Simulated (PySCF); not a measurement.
# CH10N2OSi4: the cost of one run

Computed with PySCF 2.14.0 and routines of our own; the level stands in each step. Atoms count from 0.

## 1. The system as given

18 atoms, charge 0, multiplicity 1; geometry from: GFN2-xTB.

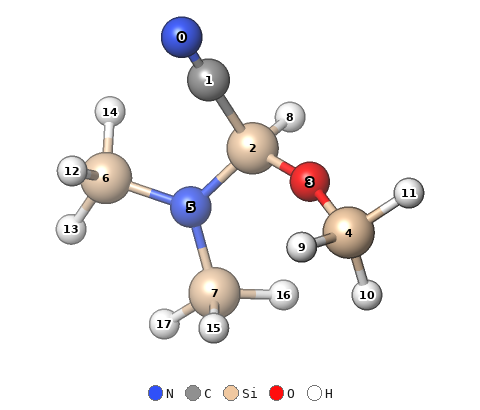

The starting geometry (nitrogen blue, carbon grey, silicon light orange, oxygen red, hydrogen white).

## 2. Magnetic properties: GIAO HF/pcSseg-1

Job settings and geometry (Å):

```
{"job": {"kind": "mag", "xc": "HF", "basis": "pcSseg-1", "isotopologues": 2}, "charge": 0, "multiplicity": 1}
N      1.853329     3.083381    -0.669291
C      1.388767     2.062853    -0.900747
Si     0.626149     0.407289    -1.315482
O      1.618641    -0.706894    -0.711469
Si     2.288234    -1.810139     0.272769
N     -0.954026     0.358229    -0.610824
Si    -1.821249     1.864590    -0.394594
Si    -1.588739    -1.180110    -0.080630
H      0.618463     0.210014    -2.762471
H      2.335960    -1.257256     1.624743
H      1.453696    -3.009106     0.201081
H      3.618755    -2.017214    -0.292920
H     -1.300811     2.566787     0.779212
H     -3.229328     1.522138    -0.216469
H     -1.620392     2.653528    -1.610226
H     -1.064945    -1.503257     1.250534
H     -1.188423    -2.194557    -1.055778
H     -3.042840    -1.043959    -0.048616
```

Level: GIAO HF/pcSseg-1 magnetisability, rotational g tensor and spin-rotation constants, non-relativistic, gas phase.

The run is started by

```console
$ OMP_NUM_THREADS=1 python excited_run.py task.json out
```

The driver reads the jobs from task.json and runs them one after another.

Q: Estimate the wall time and peak memory of this first job on 1 thread of Arm Neoverse V1, shared host.

About 43 s, with a peak of 0.95 GiB.
